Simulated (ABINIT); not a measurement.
**Beyond one shot: KF (Carobbiite)**

How far does self-consistency move the gap of KF (Carobbiite)?

Calculated with ABINIT 10.8.3; PBE and many-body steps on it, plane waves.

**1. Set-up**

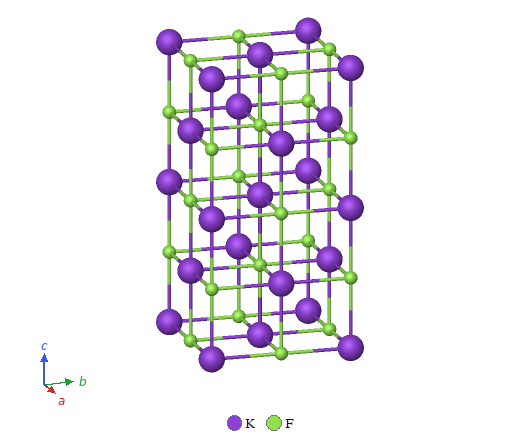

The cell as given, slightly off an axis (potassium purple, fluorine green). 1×1×2 cells are drawn. This picture shows the conventional cell, with its axes. Some periodic images of atoms are drawn too.

The cell and positions come from the Crystallography Open Database and are kept as given unless a step says otherwise.

**2. Empty states on the mesh, 4×4×4 mesh, 155 bands**

This step: ABINIT 10.8.3; DFT, PBE, plane waves, norm-conserving pseudopotentials.

The sums over transitions need many empty states on a uniform mesh; this step solves for them.

File run.abi:

```
acell 3*1.0 Angstrom
rprim 
  0.000000000000 2.671850000000 2.671850000000
  2.671850000000 0.000000000000 2.671850000000
  2.671850000000 2.671850000000 0.000000000000
ntypat 2
znucl 19 9
natom 2
typat 1 2
xred 
  0.000000000000 0.000000000000 0.000000000000
  0.500000000000 0.500000000000 0.500000000000
pp_dirpath "pseudos"
pseudos "K.upf, F.upf"
ecut 36
ngkpt 4 4 4
nshiftk 1
shiftk 0 0 0
kptopt 1
chksymbreak 0
irdden 1
istwfk *1
nband 155
prtvol 0
optdriver 6
gwr_task "HDIAGO"
paral_kgb 0
occopt 1
indata_prefix "in"
outdata_prefix "out"
tmpdata_prefix "tmp"
```

Started as:

```bash
> OMP_NUM_THREADS=1 mpirun -n 8 abinit run.abi > log
```

Output:

```text
.Version 10.8.3 of ABINIT. v10.8.2 released Aug 2026.

 Symmetries : space group Fm -3 m (#225); Bravais cF (face-center cubic)
[... echo of the input left out ...]
== DATASET  1 ==================================================================
-   mpi_nproc: 8, omp_nthreads: 1 (-1 if OMP is not activated)

--- !DatasetInfo
iteration_state: {dtset: 1, }
dimensions: {natom: 2, nkpt: 8, mband: 155, nsppol: 1, nspinor: 1, nspden: 1, mpw: 2685, }
cutoff_energies: {ecut:  36.0, pawecutdg:  -1.0, }
[...]
Direct band gap semiconductor
 Fundamental gap:     6.199 (eV)
   VBM:     0.131 (eV) at k: [ 0.0000E+00,  0.0000E+00,  0.0000E+00]
   CBM:     6.330 (eV) at k: [ 0.0000E+00,  0.0000E+00,  0.0000E+00]
 Direct gap:         6.199 (eV) at k: [ 0.0000E+00,  0.0000E+00,  0.0000E+00]

== END DATASET(S) ==============================================================
================================================================================

 -outvars: echo values of variables after computation  --------
           etotal      0.0000000000E+00
            nband         155
             nkpt           8
          spgroup         225
 [... the other variables as echoed above ...]

 Calculation completed.
```

Elapsed: 13 s, on 8 MPI ranks of Intel Xeon 6975P-C (Granite Rapids), shared host; peak memory 3.6 GiB.

This step gave:

| Item | Value |
| --- | --- |
| gap | 6.199 eV |
| k of the valence top | 0, 0, 0 |
| k of the conduction bottom | 0, 0, 0 |
| least direct gap | 6.199 eV |
| k points computed | 8 |
| lowest point of the top converged band, above the valence top | 129.7927 eV |

On this mesh the gap is 6.199 eV.

The density comes from a self-consistent run that is not shown.

**3. Screening, 4×4×4 mesh, 147 bands, screening to 195.9 eV**

The RPA dielectric matrix is built and inverted for each q.

This step: RPA screening on PBE, plane waves, norm-conserving pseudopotentials.

Edit run.abi of step 2 so:

```diff
@@ -20,10 +20,11 @@
 chksymbreak 0
-irdden 1
 istwfk *1
-nband 155
-prtvol 0
-optdriver 6
-gwr_task "HDIAGO"
-paral_kgb 0
 occopt 1
+irdwfk 1
+optdriver 3
+nband 147
+ecuteps 7.2
+inclvkb 2
+awtr 1
+symchi 1
 indata_prefix "in"
```

Output:

```text
.Version 10.8.3 of ABINIT. v10.8.2 released Aug 2026.

 Symmetries : space group Fm -3 m (#225); Bravais cF (face-center cubic)
[... echo of the input left out ...]
== DATASET  1 ==================================================================
-   mpi_nproc: 8, omp_nthreads: 1 (-1 if OMP is not activated)

--- !DatasetInfo
iteration_state: {dtset: 1, }
dimensions: {natom: 2, nkpt: 8, mband: 147, nsppol: 1, nspinor: 1, nspden: 1, mpw: 2685, }
cutoff_energies: {ecut:  36.0, pawecutdg:  -1.0, }
electrons: {nelect:   1.60000000E+01, charge:   0.00000000E+00, occopt:   1.00000000E+00, tsmear:   1.00000000E-02, }

 SCREENING: Calculation of the susceptibility and dielectric matrices

 Based on a program developped by R.W. Godby, V. Olevano, G. Onida, and L. Reining.
 Incorporated in ABINIT by V. Olevano, G.-M. Rignanese, and M. Torrent.
.Using double precision arithmetic ; gwpc =  8

[... cell and pseudopotentials left out ...]
--------------------------------------------------------------------------------

 ==== K-mesh for the wavefunctions ====
 Number of points in the irreducible wedge :     8
[... list of points left out ...]
 Together with 48 symmetry operations and time-reversal symmetry
 yields    64 points in the full Brillouin Zone.

 ==== Q-mesh for the screening function ====
 Number of points in the irreducible wedge :     8
[... list of points left out ...]
 Together with 48 symmetry operations and time-reversal symmetry
 yields    64 points in the full Brillouin Zone.

 setmesh: FFT mesh size selected  =    27x   27x   27
          total number of points  =        19683

 vcoul_init : cutoff-mode = AUXILIARY_FUNCTION
 q-points for optical limit:   1
     1)      0.000010    0.000020    0.000030

- screening: taking advantage of time-reversal symmetry
- Maximum band index for partially occupied states nbvw = 8
- Remaining bands to be divided among processors   nbcw = 139
- Number of bands treated by each node ~17

 Number of electrons calculated from density =   16.0000; Expected =   16.0000
 average of density, n =  0.062152
 r_s =    1.5661
 omega_plasma =   24.0483 [eV]

 calculating chi0 at frequencies [eV] :
  1    0.000000E+00    0.000000E+00
  2    0.000000E+00    2.404829E+01

--------------------------------------------------------------------------------
  q-point number  1        q = ( 0.000000, 0.000000, 0.000000) [r.l.u.]
--------------------------------------------------------------------------------
[... chi0 elements left out ...]
 For q-point:  0.000010 0.000020 0.000030
  dielectric constant =   1.8948
  dielectric constant without local fields =   2.1054

  Average fulfillment of the sum rule on Im[epsilon] for q-point    1 :     75.17  [%]
[... wings left out ...]
  q-point number  2        q = ( 0.250000, 0.000000, 0.000000) [r.l.u.]
--------------------------------------------------------------------------------
[... chi0 elements left out ...]
  Average fulfillment of the sum rule on Im[epsilon] for q-point    2 :     81.89  [%]

 [... 6 further q-points ...]
```

Elapsed: 11 s, on 8 MPI ranks; peak memory 1.3 GiB; 86 s of CPU time.

Numbers from this step:

```yaml
eps_infinity_with_local_fields_on_this_mesh_along_the_program_s_q_direction: 1.895
the_same_without_local_fields: 2.105
plasma_frequency: 24.05 eV
plane_waves_in_the_screening_matrix: 259
```

Local fields lower ε∞ by 10 %. On a Γ-centred mesh this coarse the value itself is usually too large, while a short band sum pulls it down.

**4. G0W0**

The self-energy is evaluated for the states that the input lists, and the levels follow from it, in one-shot runs by the linearised quasiparticle equation.

This step: G0W0 on PBE, plane waves, norm-conserving pseudopotentials.

Edit run.abi of step 3 so:

```diff
@@ -23,8 +23,15 @@
 irdwfk 1
-optdriver 3
+optdriver 4
 nband 147
+gwcalctyp 0
+ecutsigx 36
+symsigma 1
+nkptgw 1
+kptgw 
+  0.0000000000 0.0000000000 0.0000000000
+bdgw 
+  6 12
 ecuteps 7.2
-inclvkb 2
-awtr 1
-symchi 1
+irdscr 1
+ppmodel 1
 indata_prefix "in"
```

Output:

```text
.Version 10.8.3 of ABINIT. v10.8.2 released Aug 2026.

 Symmetries : space group Fm -3 m (#225); Bravais cF (face-center cubic)
[... echo of the input left out ...]
== DATASET  1 ==================================================================
-   mpi_nproc: 8, omp_nthreads: 1 (-1 if OMP is not activated)

--- !DatasetInfo
iteration_state: {dtset: 1, }
dimensions: {natom: 2, nkpt: 8, mband: 147, nsppol: 1, nspinor: 1, nspden: 1, mpw: 2685, }
cutoff_energies: {ecut:  36.0, pawecutdg:  -1.0, }
electrons: {nelect:   1.60000000E+01, charge:   0.00000000E+00, occopt:   1.00000000E+00, tsmear:   1.00000000E-02, }

 SIGMA: Calculation of the GW corrections

 Based on a program developped by R.W. Godby, V. Olevano, G. Onida, and L. Reining.
 Incorporated in ABINIT by V. Olevano, G.-M. Rignanese, and M. Torrent.
.Using double precision arithmetic ; gwpc =  8

[... cell and pseudopotentials left out ...]
--------------------------------------------------------------------------------

 ==== K-mesh for the wavefunctions ====
 Number of points in the irreducible wedge :     8
[... list of points left out ...]
 Together with 48 symmetry operations and time-reversal symmetry
 yields    64 points in the full Brillouin Zone.

 ==== Q-mesh for screening function ====
 Number of points in the irreducible wedge :     8
[... list of points left out ...]
 Together with 48 symmetry operations and time-reversal symmetry
 yields    64 points in the full Brillouin Zone.

 vcoul_init : cutoff-mode = AUXILIARY_FUNCTION
 q-points for optical limit:   1
     1)      0.000010    0.000020    0.000030
 setmesh: FFT mesh size selected  =    40x   40x   40
          total number of points  =        64000

 Number of electrons calculated from density =   16.0000; Expected =   16.0000
 average of density, n =  0.062152
 r_s =    1.5661
 omega_plasma =   24.0483 [eV]

 === KS Band Gaps ===
  >>>> For spin  1
   Minimum direct gap =   6.1994 [eV], located at k-point      :   0.0000  0.0000  0.0000
   Fundamental gap    =   6.1994 [eV], Top of valence bands at :   0.0000  0.0000  0.0000
                                       Bottom of conduction at :   0.0000  0.0000  0.0000
 SIGMA fundamental parameters:
 PLASMON POLE MODEL  1
 number of plane-waves for SigmaX                 2685
 number of plane-waves for SigmaC and W            259
 number of plane-waves for wavefunctions          2685
 number of bands                                   147
 number of independent spin polarizations            1
 number of spinorial components                      1
 number of k-points in IBZ                           8
 number of q-points in IBZ                           8
 number of symmetry operations                      48
 number of k-points in BZ                           64
 number of q-points in BZ                           64
 number of frequencies for dSigma/dE                 9
 frequency step for dSigma/dE [eV]                0.25
 number of omega for Sigma on real axis              0
 max omega for Sigma on real axis  [eV]           0.00
 zcut for avoiding poles [eV]                     0.10

 EPSILON^-1 parameters (SCR file):
 dimension of the eps^-1 matrix on file            259
 dimension of the eps^-1 matrix used               259
 number of plane-waves for wavefunctions          2685
 number of bands                                   147
 number of q-points in IBZ                           8
 number of frequencies                               2
 number of real frequencies                          1
 number of imag frequencies                          1

 matrix elements of self-energy operator (all in [eV])

 Perturbative Calculation

--- !SelfEnergy_ee
iteration_state: {dtset: 1, }
kpoint     : [   0.000,    0.000,    0.000, ]
spin       : 1
KS_gap     :    6.199
QP_gap     :    9.593
Delta_QP_KS:    3.394
data: !SigmaeeData |
     Band     E0 <VxcDFT>   SigX SigC(E0)      Z dSigC/dE  Sig(E)    E-E0       E
        6   0.131 -21.899 -29.492   4.673   0.807  -0.239 -24.255  -2.356  -2.226
        7   0.131 -21.899 -29.492   4.673   0.807  -0.239 -24.255  -2.356  -2.226
        8   0.131 -21.899 -29.492   4.673   0.807  -0.239 -24.255  -2.356  -2.226
        9   6.330  -7.969  -4.003  -2.811   0.898  -0.114  -6.932   1.037   7.367
       10  10.825 -10.841  -4.968  -3.140   0.891  -0.123  -8.406   2.435  13.259
       11  10.825 -10.841  -4.968  -3.140   0.891  -0.123  -8.406   2.435  13.259
       12  10.825 -10.841  -4.968  -3.140   0.891  -0.123  -8.406   2.435  13.259

== END DATASET(S) ==============================================================
================================================================================

 -outvars: echo values of variables after computation  --------
           etotal      0.0000000000E+00
            nband         147
             nkpt           8
          spgroup         225
 [... the other variables as echoed above ...]

 Calculation completed.
```

It took 4.5 s on 8 MPI ranks; peak memory 1.2 GiB; 34 s of CPU time.

This step gave:

| Property | Result |
| --- | --- |
| G0W0 gap on the points computed | 9.593 eV |
| starting gap on the mesh | 6.199 eV |
| k of the valence top | 0, 0, 0 |
| k of the conduction bottom | 0, 0, 0 |
| Z at the valence top | 0.807 |
| Z at the conduction bottom | 0.898 |
| least direct G0W0 gap on the computed points | 9.593 eV |

The gap on the mesh goes from 6.20 eV to 9.59 eV, a correction of +3.39 eV.

**5. evGW0, cycle 1**

This step: evGW0 on PBE, plane waves, norm-conserving pseudopotentials.

Edit run.abi of step 4 so:

```diff
@@ -25,10 +25,24 @@
 nband 147
-gwcalctyp 0
+gwcalctyp 10
 ecutsigx 36
 symsigma 1
-nkptgw 1
+nkptgw 8
 kptgw 
   0.0000000000 0.0000000000 0.0000000000
+  0.2500000000 0.0000000000 0.0000000000
+  0.5000000000 0.0000000000 0.0000000000
+  0.2500000000 0.2500000000 0.0000000000
+  0.5000000000 0.2500000000 0.0000000000
+  -0.2500000000 0.2500000000 0.0000000000
+  0.5000000000 0.5000000000 0.0000000000
+  -0.2500000000 0.5000000000 0.2500000000
 bdgw 
-  6 12
+  1 12
+  1 12
+  1 12
+  1 12
+  1 12
+  1 12
+  1 12
+  1 12
 ecuteps 7.2
```

Output:

```text
.Version 10.8.3 of ABINIT. v10.8.2 released Aug 2026.

 Symmetries : space group Fm -3 m (#225); Bravais cF (face-center cubic)
[... echo of the input left out ...]
== DATASET  1 ==================================================================
-   mpi_nproc: 8, omp_nthreads: 1 (-1 if OMP is not activated)

--- !DatasetInfo
iteration_state: {dtset: 1, }
dimensions: {natom: 2, nkpt: 8, mband: 147, nsppol: 1, nspinor: 1, nspden: 1, mpw: 2685, }
cutoff_energies: {ecut:  36.0, pawecutdg:  -1.0, }
electrons: {nelect:   1.60000000E+01, charge:   0.00000000E+00, occopt:   1.00000000E+00, tsmear:   1.00000000E-02, }

 SIGMA: Calculation of the GW corrections

 Based on a program developped by R.W. Godby, V. Olevano, G. Onida, and L. Reining.
 Incorporated in ABINIT by V. Olevano, G.-M. Rignanese, and M. Torrent.
.Using double precision arithmetic ; gwpc =  8

[... cell and pseudopotentials left out ...]
--------------------------------------------------------------------------------

 ==== K-mesh for the wavefunctions ====
 Number of points in the irreducible wedge :     8
[... list of points left out ...]
 Together with 48 symmetry operations and time-reversal symmetry
 yields    64 points in the full Brillouin Zone.

 ==== Q-mesh for screening function ====
 Number of points in the irreducible wedge :     8
[... list of points left out ...]
 Together with 48 symmetry operations and time-reversal symmetry
 yields    64 points in the full Brillouin Zone.

 vcoul_init : cutoff-mode = AUXILIARY_FUNCTION
 q-points for optical limit:   1
     1)      0.000010    0.000020    0.000030
 setmesh: FFT mesh size selected  =    40x   40x   40
          total number of points  =        64000

 Number of electrons calculated from density =   16.0000; Expected =   16.0000
[...]
QP_gap     :   12.367
Delta_QP_KS:    4.078
data: !SigmaeeData |
     Band     E_DFT   <VxcDFT>   E(N-1)  <Hhartree>   SigX  SigC[E(N-1)]    Z     dSigC/dE  Sig[E(N)]  DeltaE  E(N)_pert E(N)_diago
[...]
--- !SelfEnergy_ee
iteration_state: {dtset: 1, }
kpoint     : [  -0.250,    0.500,    0.250, ]
spin       : 1
KS_gap     :    9.914
QP_gap     :   14.186
Delta_QP_KS:    4.272
data: !SigmaeeData |
     Band     E_DFT   <VxcDFT>   E(N-1)  <Hhartree>   SigX  SigC[E(N-1)]    Z     dSigC/dE  Sig[E(N)]  DeltaE  E(N)_pert E(N)_diago
[...]
11    11.338   -12.095    11.338    23.433    -6.085    -3.197     0.885    -0.129    -9.604     2.491    13.830    14.152
       12    13.481   -14.244    13.481    27.725    -7.474    -3.311     0.873    -0.145   -11.224     3.020    16.501    16.940

 New Fermi energy :        8.628125E-02 Ha ,    2.347832E+00 eV
 New Exchange energy :    -8.463260E+00 Ha ,   -2.302970E+02 eV

 === QP Band Gaps ===
  >>>> For spin  1
   Minimum direct gap =  10.2751 [eV], located at k-point      :   0.0000  0.0000  0.0000
   Fundamental gap    =  10.2751 [eV], Top of valence bands at :   0.0000  0.0000  0.0000
                                       Bottom of conduction at :   0.0000  0.0000  0.0000

 writing QP data on file : out_QPS

 Convergence of QP corrections
 >>>>> For spin  1 <<<<<
.  kptgw no:  1; Maximum DeltaE = (  -3.852  -0.000) for band index:  3
.  kptgw no:  2; Maximum DeltaE = (  -3.857  -0.000) for band index:  3
.  kptgw no:  3; Maximum DeltaE = (  -3.864  -0.002) for band index:  3
[...]
.  kptgw no:  7; Maximum DeltaE = (  -3.888  -0.000) for band index:  3
.  kptgw no:  8; Maximum DeltaE = (  -3.879  -0.000) for band index:  3

== END DATASET(S) ==============================================================
================================================================================

 -outvars: echo values of variables after computation  --------
           etotal      0.0000000000E+00
            nband         147
             nkpt           8
          spgroup         225
 [... the other variables as echoed above ...]

 Calculation completed.
```

Run time: 80 s. Hardware: 8 MPI ranks; peak memory 2.1 GiB.

This step gave:

| Property | Result |
| --- | --- |
| quasiparticle gap on the mesh | 10.28 eV |
| gap of the density functional on the mesh | 6.199 eV |
| k of the valence top | 0, 0, 0 |
| k of the conduction bottom | 0, 0, 0 |
| Z at the valence top | 0.807 |
| Z at the conduction bottom | 0.898 |
| least direct quasiparticle gap on the computed points | 10.28 eV |

Against G0W0 in ABINIT (4×4×4 mesh, 147 bands, screening to 195.9 eV, Godby-Needs plasmon pole), the gap moves by +0.682 eV. This first cycle still uses the starting levels; it takes the full correction, at all points of the mesh, and its linearised value is 9.593 eV.

**6. evGW0, cycle 2**

The corrected levels of the last cycle go back in.

Edit run.abi of step 5 so:

```diff
@@ -50,2 +50,3 @@
 ppmodel 1
+irdqps 1
 indata_prefix "in"
```

Output:

```text
.Version 10.8.3 of ABINIT. v10.8.2 released Aug 2026.

 Symmetries : space group Fm -3 m (#225); Bravais cF (face-center cubic)
[... echo of the input left out ...]
== DATASET  1 ==================================================================
-   mpi_nproc: 8, omp_nthreads: 1 (-1 if OMP is not activated)

--- !DatasetInfo
iteration_state: {dtset: 1, }
dimensions: {natom: 2, nkpt: 8, mband: 147, nsppol: 1, nspinor: 1, nspden: 1, mpw: 2685, }
cutoff_energies: {ecut:  36.0, pawecutdg:  -1.0, }
[...]
.  kptgw no:  3; Maximum DeltaE = (  -2.493   0.077) for band index:  1
[...]
.  kptgw no:  7; Maximum DeltaE = (  -2.536   0.091) for band index:  1
.  kptgw no:  8; Maximum DeltaE = (  -2.412   0.051) for band index:  1

== END DATASET(S) ==============================================================
================================================================================

 -outvars: echo values of variables after computation  --------
           etotal      0.0000000000E+00
            nband         147
             nkpt           8
          spgroup         225
 [... the other variables as echoed above ...]

 Calculation completed.
```

Run time: 78 s. Hardware: 8 MPI ranks; peak memory 2.1 GiB; 10 min of CPU time.

This step gave:

```
quasiparticle gap on the mesh                         : 10.18 eV
gap of the density functional on the mesh             : 6.199 eV
k of the valence top                                  : 0, 0, 0
k of the conduction bottom                            : 0, 0, 0
least direct quasiparticle gap on the computed points : 10.18 eV
```

Against the cycle before, the gap moves by −0.094 eV.

(Continued in part 2 of 3.)

[Paths, hosts, dates, memory and timing lines, banners, echoed tables and standing remarks are left out of the program output.]

[Logs are printed without paths, hosts, clocks, repeated set-up lines and the standing remarks that a program may print on its own settings, such as how far it seeks lower states.]

[Runs of the session that timed out or met a known fault of the program may be left out.]

[Hosts, paths, dates, database ids (printed as entryN), source tags and the programs' standing remarks are cut or masked in the printed files.]

[G0W0 gaps are taken among the corrected bands and points alone; a level outside them can change the order at an edge.]

[Where Ansatz stands beside ABINIT at settings called matched, ABINIT's density can come from a denser mesh and the files from another edition; pairs whose starting gaps differed by over 0.03 eV were left out, so agreement reads better than it is.]
